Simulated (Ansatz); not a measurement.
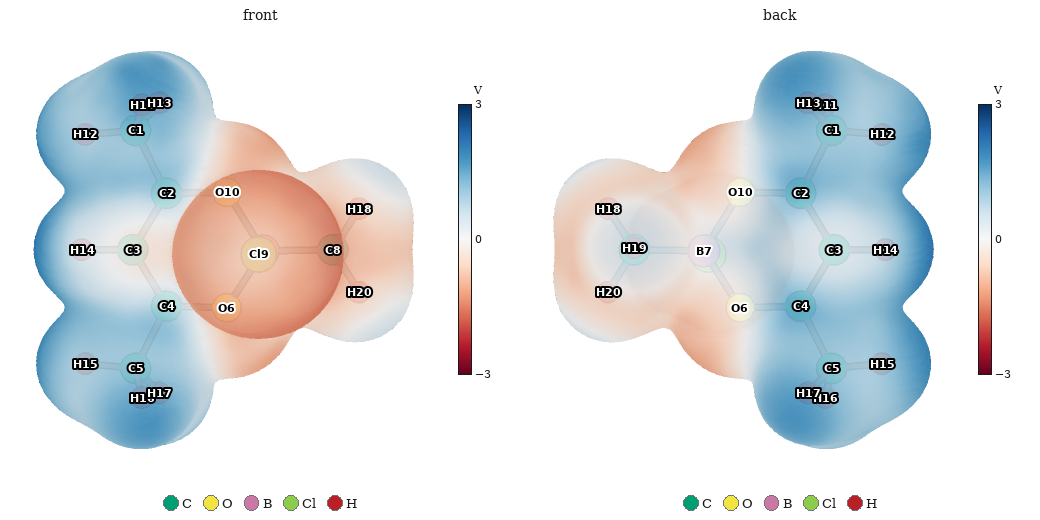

The picture shows: C$_{6}$H$_{10}$BClO$_{2}$ (SMILES CC1=CC(C)=[O+][B-](C)(Cl)O1). The electrostatic potential painted on the density surface at 0.004 e/bohr³, seen from the front and from behind; red is negative and blue positive.

Geometry: PBE0-D4/def2-TZVP.

Theory: Ansatz, RKS PBE0-D4/def2-TZVPP.

```csv
atom,x (Å),y (Å),z (Å)
C,1.3787,-2.1495,-1.2369
C,0.6518,-0.9985,-0.6471
C,-0.6644,-0.6974,-0.9693
C,-1.3177,0.2752,-0.2249
C,-2.7731,0.5357,-0.3471
O,-0.7014,0.9900,0.6401
B,0.8068,1.0335,0.6714
C,1.3374,1.3753,2.1164
Cl,1.3222,2.2644,-0.6395
O,1.3109,-0.3117,0.2090
H,2.1950,-1.7637,-1.8543
H,0.7293,-2.7754,-1.8457
H,1.8319,-2.7425,-0.4401
H,-1.2048,-1.2953,-1.6866
H,-3.2665,-0.1906,-0.9897
H,-2.9116,1.5393,-0.7595
H,-3.2297,0.5306,0.6446
H,2.4290,1.4091,2.1322
H,1.0120,0.6295,2.8491
H,0.9725,2.3512,2.4442
```

Q: Where is the surface potential most negative and most positive?

A: The most negative region (about −1.5 V) lies over Cl9, the most positive (about +2.0 V) over H14.
